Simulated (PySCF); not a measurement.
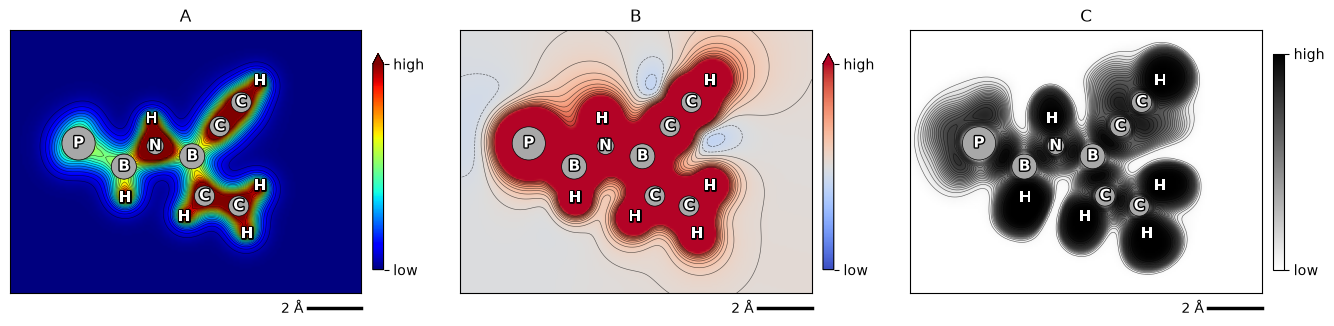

C$_{4}$H$_{8}$B$_{2}$NP (SMILES C#CB(C=C)NBP): 3 fields on the plane of atoms C2, B3 and N6, with unlabelled colour scales. Grey discs cover the atomic cores.

Geometry: GFN2-xTB.

These are results of PBE0/pcSseg-1, SCF density, gas phase, non-relativistic in PySCF 2.14.0, not measurements.

### The panels show electron density, electron localisation function and electrostatic potential in some order. Assign them.

Panel A: electron density. Panel B: electrostatic potential (strongly positive close to the atoms and fading to about zero outside). Panel C: electron localisation function. From the grid: C–C (1.20 Å): ρ is about 2.8 e/Å³ halfway; the ELF peaks at about 0.85 between the atoms; a multiple bond. B–N (1.40 Å): ρ at the midpoint is about 1.9 e/Å³; the ELF peaks at about 0.95 between the atoms: a short, strongly polar bond.
